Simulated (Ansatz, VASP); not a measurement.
## Si in two plane-wave programs

Aim: how closely do two programs agree when they are given the same cell, functional and k mesh?

Main program and level: Ansatz 0.2.0; plane waves, with VASP 6.6.1 beside it; relaxation of cell and atoms at PBE.

### Step 1. Set-up

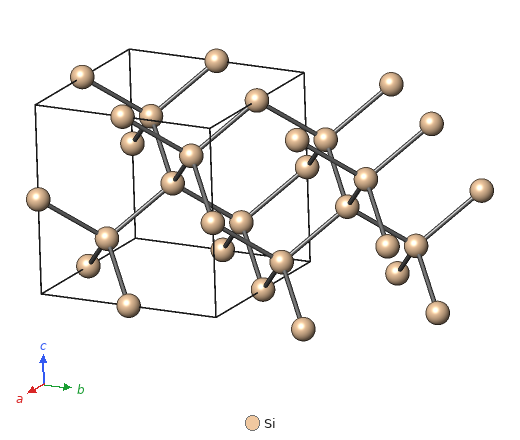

Start, viewed slightly off an axis; silicon light orange. 1×2×1 cells are drawn. This picture shows the conventional cell, with its axes. Some periodic images of atoms are drawn too.

### Step 2. Ansatz: relaxation of cell and atoms, PBE

Ansatz runs on its default PAW (the set named soft_2) files.

The relaxed volume is the usual yardstick between codes: its relative difference is about their pressure difference at one cell divided by the bulk modulus.

Contents of input.yaml:

```yaml
crystal:
  lattice:
    - [0.0, 2.7342265774, 2.7342265774]
    - [2.7342265774, 0.0, 2.7342265774]
    - [2.7342265774, 2.7342265774, 0.0]
  atoms:
    - { symbol: Si, position: [0.0, 0.0, 0.0] }
    - { symbol: Si, position: [0.25, 0.25, 0.25] }
hamiltonian:
  xc: pbe
  pseudopotentials: { kind: paw }
kpoints:
  mp_grid: { grid: [13, 13, 13] }
scf:
  occupations: { method: gaussian, width: 0.05 }
relax:
  f_tol: 0.01
  max_steps: 60
  cell: { stress_tol: 0.05 }
output:
  forces: true
  stress: true
```

The run is started by

```sh
$ ansatz run input.yaml --threads 4 --pin off --max-ram 9216MiB --backend cpu --events-out ev --progress --plain --runs-dir out
```

Numbers of over 12 decimals in the logs are rounded to 6 here.

What it wrote:

```text
Engine: ansatz 0.2.0, aarch64-unknown-linux-gnu
Pseudopotentials: kind: paw
Pseudopotential: Si, paw, valence charge 4, recommended cutoff 420 eV (normal), Si.paw.azcp
Functional definition: PBE
  parameter kappa = 0.804
  parameter beta = 0.066725
  exchange = pbe_x(kappa = kappa, mu = beta*pi^2/3)
  correlation = pbe_c(beta = beta)
Crystal: 2 atoms, lattice volume = 40.882 Å³
Basis set: ecut = 420 eV, 821 PW (Γ), exchange–correlation on 54×54×54 points (8 copies of the dense FFT grid, shifted against one another)
Bands: 8, of which v1, the nominal top of the filled ones, is band 4 counted from 1 (3 counted from 0)
Symmetry: 48 space group operations
Space group: Fd-3m (ITA 227), of the structure as read, at distance tolerance 3.4e-5 Å
k-points: 84 of 2197
Non-local potential: Si, projectors of the file, l = 0: 2, l = 1: 2, l = 2: 2
PAW form: soft (Blöchl's): semilocal exchange-correlation on the pseudo side does not see the compensation charge
PAW one-centre angular grid: Si, 110 points (default); XC on 64 Gauss nodes
Initial density: superposition of atomic densities (neutral atoms: chi_scale 0, normalization atom), corrected by the library's trained network
Initial wavefunctions: pseudopotential atomic-orbital guess
Functional: x = pbe(κ = 0.804, μ = 0.219515), c = pbe(β = 0.066725)
SCF iter   1: F=—  HF=-1271.619916 eV  |F-HF|=—  |Δ(HF+E_count)|=         —  Δρ=1.31e-3  dr2=4.60e-4  ethr=1.77e-3  ⟨swp⟩=5.9  Hψ=5933  notcnv=0
preconditioner: auto → none  [insulator: Δε(μ)=0.630 eV  Ē_g=9.375 eV  σ=0.050 eV  W_gap=1.00  n_scr=8 (ndim 8)  ℏωp=16.4 eV  f_vac=0.000  D(μ)=0.00/eV (n_scr^D=0)  ε∞_Penn≈4.1]
SCF iter   2: F=—  HF=-1271.620226 eV  |F-HF|=—  |Δ(HF+E_count)|=   3.09e-4  Δρ=5.48e-4  dr2=7.20e-5  ethr=5.75e-6  ⟨swp⟩=2.0  Hψ=1604  notcnv=0
SCF iter   3: F=—  HF=-1271.620278 eV  |F-HF|=—  |Δ(HF+E_count)|=   5.19e-5  Δρ=9.28e-5  dr2=2.24e-6  ethr=9.01e-7  ⟨swp⟩=2.0  Hψ=1002  notcnv=0
iter 4 did not close the SCF: its close was put off for the readings that it lacked (scf_convergence_deferred on its scf_iter line)
SCF iter   4: F=-1271.620279 eV  HF=-1271.620279 eV  |F-HF|=1.87e-8  |Δ(HF+E_count)|=   1.51e-6  Δρ=9.86e-6  dr2=2.38e-8  ethr=2.80e-8  ⟨swp⟩=2.0  Hψ=1008  notcnv=0
iter 5 did not close the SCF: its close was put off for the readings that it lacked (scf_convergence_deferred on its scf_iter line)
SCF iter   5: F=-1271.620279 eV  HF=-1271.620279 eV  |F-HF|=8.80e-11  |Δ(HF+E_count)|=   2.26e-8  Δρ=6.23e-7  dr2=1.17e-10  ethr=2.98e-10  ⟨swp⟩=2.0  Hψ=1005  notcnv=0
SCF iter   6: F=-1271.620279 eV  HF=-1271.620279 eV  |F-HF|=1.82e-12  |Δ(HF+E_count)|=  1.08e-10  Δρ=1.44e-7  dr2=6.29e-12  ethr=1.47e-12  ⟨swp⟩=1.0  Hψ=2055  notcnv=0
SCF 1 converged in 6 iterations: F = -1271.620279 eV  dr2 = 6.29e-12
  greatest PAW one-centre occupation: 0.633 electrons in one spin orbital (limit 2), on the Si atom at site 1 (counted from 0), in its partial waves of l = 0
relax step   1: F+E_penalty+E_count = -1271.62027930 eV  Δ(F+E_penalty+E_count) = +0.000e0 eV  max|allowed force component| = 1.041e-17 eV/Å  Δτ_max = 0.0000 Å  P = +0.087 GPa  Ω = 40.882 Å³  (6 SCF iters, dr2 threshold 1.00e-7 eV, accepted)
[...]
relax step   2: F+E_penalty+E_count = -1271.62028535 eV  Δ(F+E_penalty+E_count) = -6.050e-6 eV  max|allowed force component| = 6.476e-17 eV/Å  Δτ_max = 0.0000 Å  P = +0.020 GPa  Ω = 40.913 Å³  energy of the carried Pulay correction = -4.148e-6 eV  (3 SCF iters, dr2 threshold 1.89e-8 eV, accepted)
[...]
relax step   3: F+E_penalty+E_count = -1271.62028919 eV  Δ(F+E_penalty+E_count) = -3.844e-6 eV  max|allowed force component| = 6.014e-17 eV/Å  Δτ_max = 0.0000 Å  P = +0.020 GPa  Ω = 40.913 Å³  stress off target by 2.05e-2 GPa  SCF on the basis re-selected at this cell (its energy is not comparable with the rows above)  (4 SCF iters)
basis re-selected at this cell: Δ(F+E_penalty+E_count) = -3.844e-6 eV, ΔP = +0.000 GPa vs the last step (what re-selecting the basis moved, of the pressure what is left beyond the Pulay correction that the steps carried, after the strain that the cell walked since its last selection, with what the two solves' SCF thresholds leave and, on support functions, any second-order correction that the steps lacked; it is no m [...]
SCF converged after 4 iterations
Free energy (F): -1271.620289 eV
Harris-Foulkes:  -1271.620289 eV  (|F-HF|=4.55e-13)
Internal energy: -1271.620289 eV  (E = F + TS)
E sigma→0 (E₀):  -1271.620289 eV
Fermi energy:    6.320415 eV
--- Per-component energies (eV) ---
  E_band       = 8.025080
  E_kinetic    = 80.140504
  E_local      = -56.135284  (includes V_loc(G=0)·N_el)
  E_nonlocal   = 51.753029
  E_hartree    = 15.172667
  E_xc         = -110.124399
  E_vxc        = -93.155941  (∫ρ·V_xc dr)
  E_paw        = -1025.529156  (= ΣΔE_a)
  E_vpaw       = -4.922587  (= ΣTr[D̂ρ^β])
  E_aug_tail   = 0.000013  (compensation charges beyond the density's cutoff)
  E_ewald      = -226.897662
  E_smearing   = -0.000000  (= −TS)
  E_closure    = 0.000000  (closes the sum)
  Σ components = -1271.620289   (vs F -1271.620289, Δ=0.00e0)
--- Forces (eV/Å), atoms counted from 1 ---
  atom   1  Si    -0.00000000    -0.00000000    -0.00000000
  atom   2  Si     0.00000000     0.00000000     0.00000000
  max |Σ_I F_I| component: 2.78e-17 eV/Å
--- Stress (GPa, compression-positive) ---
        0.020488       0.000000      -0.000000
       -0.000000       0.020488      -0.000000
       -0.000000      -0.000000       0.020488
  P = ⅓ Tr σ = 0.0205 GPa (0.205 kbar)
--- Relaxed structure (2 steps of the walk, 2 accepted, 1 SCFs on fresh bases) ---
  F+E_penalty+E_count = -1271.62028919 eV   max|allowed force component| = 6.014e-17 eV/Å   (the final SCF, on the basis selected at the relaxed cell)
  cell:  # Å, volume = 40.9126 Å³
    - [0, 2.734906, 2.734906]
    - [2.734906, 0, 2.734906]
    - [2.734906, 2.734906, 0]
  atoms:
    - { symbol: Si, position: [0, 0, 0] }
    - { symbol: Si, position: [0.250000, 0.250000, 0.250000] }
```

The job ended after 1.4 s (4 threads of Arm Neoverse V1, shared host; peak memory 0.33 GiB).

### Step 3. VASP: relaxation of cell and atoms, PBE

The same cell, functional, mesh and smearing now go to VASP, with its own data sets and cutoff.

Lines of VASP's logs that name or quote its potential files are left out, and so is its time.

Contents of INCAR:

```
SYSTEM = Si
PREC = Accurate
ENCUT = 520
EDIFF = 1E-07
NELM = 120
ISMEAR = 0
SIGMA = 0.05
LREAL = .FALSE.
ALGO = Normal
GGA = PE
NBANDS = 10
LASPH = .TRUE.
LORBIT = 11
LWAVE = .FALSE.
LCHARG = .FALSE.
KPAR = 2
IBRION = 2
NSW = 40
ISIF = 3
EDIFFG = -0.005
POTIM = 0.4
```

Contents of POSCAR:

```
Si
1.0
    0.0000000000      2.7342265774      2.7342265774
    2.7342265774      0.0000000000      2.7342265774
    2.7342265774      2.7342265774      0.0000000000
Si
2
Direct
    0.0000000000      0.0000000000      0.0000000000
    0.2500000000      0.2500000000      0.2500000000
```

Contents of KPOINTS:

```
Automatic mesh
0
Gamma
13 13 13
0 0 0
```

Potentials, in the order of the species: Si (PBE family, release 64).

The run is started by

```sh
$ mpirun -np 2 vasp_std
```

What it wrote:

```text
[banner, memory and clock lines left out]
running    2 mpi-ranks, on    1 nodes
 distrk:  each k-point on    1 cores,    2 groups
 distr:  one band on    1 cores,    1 groups

 POSCAR found type information on POSCAR Si
 POSCAR found :  1 types and       2 ions
 LDA part: xc-table for (Slater+PW92), standard interpolation
 POSCAR, INCAR and KPOINTS ok, starting setup
 FFT: planning ... GRIDC
 FFT: planning ... GRID_SOFT
 FFT: planning ... GRID
 WAVECAR not read
 entering main loop
       N       E                     dE             d eps       ncg     rms          rms(c)
DAV:   1     0.619907347985E+01    0.61991E+01   -0.32263E+03  1680   0.619E+02
DAV:   2    -0.105281589829E+02   -0.16727E+02   -0.15868E+02  2314   0.833E+01
DAV:   3    -0.110144489813E+02   -0.48629E+00   -0.48543E+00  2100   0.128E+01
DAV:   4    -0.110179652316E+02   -0.35163E-02   -0.35157E-02  2128   0.134E+00
DAV:   5    -0.110179971733E+02   -0.31942E-04   -0.31941E-04  2130   0.111E-01    0.475E+00
DAV:   6    -0.109020884659E+02    0.11591E+00   -0.68887E-02  1892   0.115E+00    0.289E+00
DAV:   7    -0.108484369344E+02    0.53652E-01   -0.13340E-01  1938   0.172E+00    0.169E-01
DAV:   8    -0.108496348556E+02   -0.11979E-02   -0.48890E-03  1878   0.413E-01    0.792E-02
DAV:   9    -0.108498377430E+02   -0.20289E-03   -0.20120E-04  2166   0.925E-02    0.570E-02
DAV:  10    -0.108498616517E+02   -0.23909E-04   -0.22711E-05  1956   0.293E-02    0.523E-03
DAV:  11    -0.108498621641E+02   -0.51242E-06   -0.15424E-06  2120   0.710E-03    0.278E-03
DAV:  12    -0.108498623901E+02   -0.22603E-06   -0.44125E-07  1822   0.436E-03    0.923E-04
DAV:  13    -0.108498624037E+02   -0.13577E-07   -0.26119E-09  1038   0.379E-04
   1 F= -.10849862E+02 E0= -.10849862E+02  d E =-.108499E+02
 curvature:   0.00 expect dE= 0.000E+00 dE for cont linesearch  0.000E+00
 trial: gam= 0.00000 g(F)=  0.229E-49 g(S)=  0.168E-06 ort = 0.000E+00 (trialstep = 0.100E+01)
 search vector abs. value=  0.168E-06
 reached required accuracy - stopping structural energy minimisation
```

OUTCAR, selected parts (step 3):

```text
ion  position               nearest neighbor table
   1  0.000  0.000  0.000-   2 2.37   2 2.37   2 2.37   2 2.37
   2  0.250  0.250  0.250-   1 2.37   1 2.37   1 2.37   1 2.37

  LATTYP: Found a face centered cubic cell.
 ALAT       =     5.4684531548

 Subroutine GETGRP returns: Found 48 space group operations
 (whereof 24 operations were pure point group operations)

The static configuration has the point symmetry T_d .
 The point group associated with its full space group is O_h .

 Found     84 irreducible k-points:

   k-points           NKPTS =     84   k-points in BZ     NKDIM =     84   number of bands    NBANDS=     10

   dimension x,y,z NGX =    30 NGY =   30 NGZ =   30
   dimension x,y,z NGXF=    60 NGYF=   60 NGZF=   60

   ENCUT  =  520.0 eV  38.22 Ry    6.18 a.u.   7.19  7.19  7.19*2*pi/ulx,y,z

   NELECT =       8.0000    total number of electrons

 k-points in reciprocal lattice and weights: Automatic mesh
   0.00000000  0.00000000  0.00000000       0.000
   0.07692308  0.00000000  0.00000000       0.004
   0.15384615  0.00000000  0.00000000       0.004
   0.23076923  0.00000000  0.00000000       0.004
   0.30769231  0.00000000  0.00000000       0.004
   0.38461538  0.00000000  0.00000000       0.004
   0.46153846  0.00000000  0.00000000       0.004
   0.07692308  0.07692308  0.00000000       0.003
   0.15384615  0.07692308  0.00000000       0.011
[...]
-0.30769231  0.46153846  0.15384615       0.011
  -0.30769231  0.46153846  0.23076923       0.011

 average (electrostatic) potential at core
       1 -83.4814       2 -83.4814

 E-fermi :   5.8799

 k-point     1 :       0.0000    0.0000    0.0000
  band No.  band energies     occupation
      1      -6.1983      2.00000
      2       5.6173      2.00000
      3       5.6173      2.00000
      4       5.6173      2.00000
      5       8.1744      0.00000
      6       8.1744      0.00000
      7       8.1744      0.00000
      8       8.7529      0.00000
      9      13.3267      0.00000
    ...

 k-point     2 :       0.0769    0.0000    0.0000
  band No.  band energies     occupation
      1      -6.1221      2.00000
      2       4.8644      2.00000
      3       5.4961      2.00000
      4       5.4961      2.00000
      5       8.1947      0.00000
      6       8.3530      0.00000
      7       8.3530      0.00000
      8       9.3586      0.00000
      9      13.0952      0.00000
    ...

 k-point     3 :       0.1538    0.0000    0.0000
  band No.  band energies     occupation
      1      -5.8955      2.00000
      2       3.4931      2.00000
      3       5.2259      2.00000
      4       5.2259      2.00000
      5       7.9541      0.00000
      6       8.7439      0.00000
      7       8.7439      0.00000
      8      10.6659      0.00000
      9      12.7389      0.00000
    ...

  Total        0.0017047      0.0017047      0.0017047      0.0000000      0.0000000     -0.0000000
  in kB        0.0668086      0.0668086      0.0668086      0.0000000      0.0000000     -0.0000000
  external PRESSURE =       0.0668086 kB  Pullay stress =       0.0000000 kB

  energy-cutoff  :      520.00
  volume of cell :       40.88
      direct lattice vectors                 reciprocal lattice vectors
     0.000000000  2.734226577  2.734226577    -0.182867069  0.182867069  0.182867069
     2.734226577  0.000000000  2.734226577     0.182867069 -0.182867069  0.182867069
     2.734226577  2.734226577  0.000000000     0.182867069  0.182867069 -0.182867069

 POSITION                                       TOTAL-FORCE (eV/Angst)
 -----------------------------------------------------------------------------------
      0.00000      0.00000      0.00000        -0.000000     -0.000000     -0.000000
      1.36711      1.36711      1.36711         0.000000      0.000000      0.000000
 -----------------------------------------------------------------------------------
    total drift:                               -0.000000     -0.000000     -0.000000

  FREE ENERGIE OF THE ION-ELECTRON SYSTEM (eV)
  ---------------------------------------------------
  free  energy   TOTEN  =       -10.8498624037 eV

  energy  without entropy=      -10.8498624037  energy(sigma->0) =      -10.84986240

 reached required accuracy - stopping structural energy minimisation

 total charge
# of ion       s       p       d       tot
------------------------------------------
    1        0.751   0.928   0.000   1.679
    2        0.751   0.928   0.000   1.679
--------------------------------------------------
tot          1.502   1.856   0.000   3.358

[... 3 further parts left out ...]
```

CONTCAR:

```
Si
   1.00000000000000
     0.0000000000000000    2.7342265773999999    2.7342265773999999
     2.7342265773999999    0.0000000000000000    2.7342265773999999
     2.7342265773999999    2.7342265773999999    0.0000000000000000
  Si
     2
Direct
     0.0000000000000000    0.0000000000000000    0.0000000000000000
     0.2500000000000000    0.2500000000000000    0.2500000000000000
```

The run keeps the 48 symmetry operations of its start, so it cannot find a distortion of lower symmetry.

### Step 4. Differences

Known differences besides the PAW data sets themselves: both relaxations stop at a tolerance, which leaves soft axes loose, and VASP keeps its plane-wave basis; the cutoff is 420 eV in Ansatz and 520 eV in VASP; Ansatz adds a Pulay correction to the stress that steers its cell, VASP none. Total energies have different zeros and are not compared.

Compared:

| quantity | Ansatz | VASP | difference |
| --- | --- | --- | --- |
| volume (Å³) | 40.91 | 40.88 | +0.07 % |
| edge a after relaxation, in the typed setting (Å) | 3.868 | 3.867 | +0.02 % |

The walks stopped with 0.02 GPa left in Ansatz and 0.01 GPa in VASP; each walk ends within a tolerance, so the volume difference is uncertain by about these residues over the bulk modulus, most in soft cells.

### Step 5. Summary of results

```
difference in volume (relaxation of cell and atoms, PBE) : 0.075 %
```

In words: The difference in volume is 0.075 % (relaxation of cell and atoms, PBE), within the 1.2 % picked in this series as the mark of a large difference, as far as the stopping tolerances let one tell. How closely two codes agree says nothing of how well the functional describes the real material.

[Lines on the potential files, build, host, timing and source positions are cut from VASP's logs without a mark.]

[Logs are printed without paths, hosts, clocks, repeated set-up lines and the standing remarks that a program may print on its own settings, such as how far it seeks lower states.]

[Hosts, paths, dates, database ids (printed as entryN), source tags and the programs' standing remarks are cut or masked in the printed files.]
